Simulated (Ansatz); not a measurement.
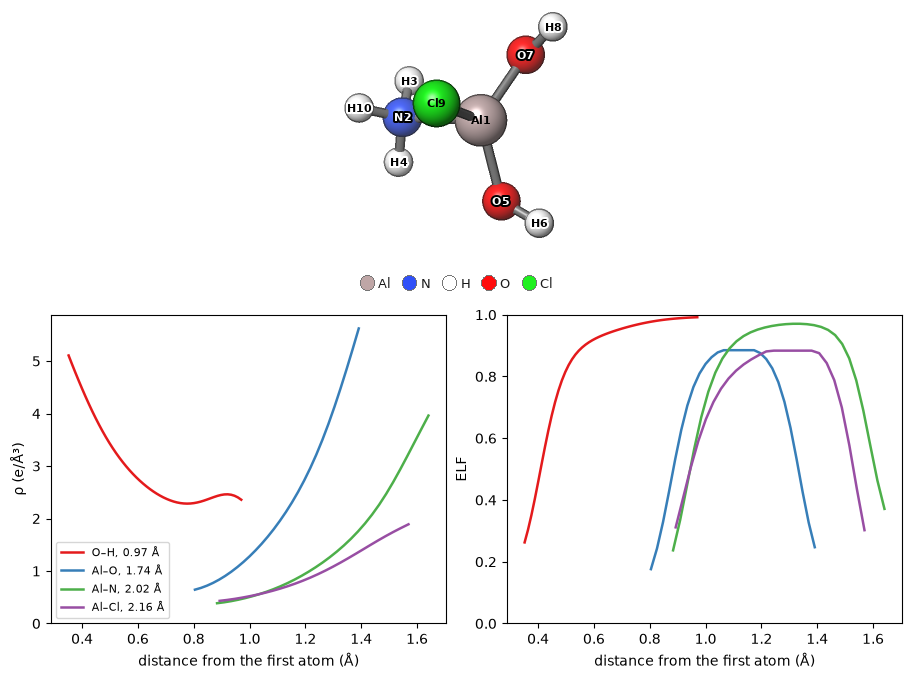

Figure 1: AlClH₅NO₂. Total electron density and electron localisation function along straight lines between neighbouring atoms. The curves leave out the atomic cores. The structure is drawn too.

The calculation used RKS BLYP-D4/def2-SVP in Ansatz 0.2.0.

```json
{"atom": "Al", "x (Å)": "-0.1096", "y (Å)": "0.3852", "z (Å)": "0.1126"}
{"atom": "N", "x (Å)": "0.0135", "y (Å)": "0.1583", "z (Å)": "2.1154"}
{"atom": "H", "x (Å)": "-0.7231", "y (Å)": "-0.4832", "z (Å)": "2.4440"}
{"atom": "H", "x (Å)": "0.9341", "y (Å)": "-0.2457", "z (Å)": "2.3444"}
{"atom": "O", "x (Å)": "1.4836", "y (Å)": "-0.2405", "z (Å)": "-0.1936"}
{"atom": "H", "x (Å)": "1.8392", "y (Å)": "-0.3241", "z (Å)": "-1.0923"}
{"atom": "O", "x (Å)": "-1.5177", "y (Å)": "-0.5917", "z (Å)": "-0.1824"}
{"atom": "H", "x (Å)": "-2.1481", "y (Å)": "-0.3734", "z (Å)": "-0.8871"}
{"atom": "Cl", "x (Å)": "-0.3813", "y (Å)": "2.5213", "z (Å)": "-0.1061"}
{"atom": "H", "x (Å)": "-0.0869", "y (Å)": "1.0548", "z (Å)": "2.6127"}
```

**What can be read from the curves?**

O–H (0.97 Å): ρ is about 3.6 e/Å³ halfway; the ELF climbs to about 1 towards the hydrogen, as it does in any bond to H (an ordinary covalent bond to hydrogen).
Al–O (1.74 Å): ρ is about 0.77 e/Å³ halfway; the ELF peaks at about 0.90 in the valence shell of O, 0.7 Å from its nucleus, and is about 0.45 at the midpoint.
Al–N (2.02 Å): ρ at the midpoint is about 0.52 e/Å³; the ELF peaks at about 1 in the valence shell of N, 0.7 Å from its nucleus, and is about 0.75 at the midpoint.
Al–Cl (2.16 Å): the density is about 0.62 e/Å³ at the midpoint; the ELF peaks at about 0.90 in the valence shell of Cl, 0.9 Å from its nucleus, and is about 0.80 at the midpoint.
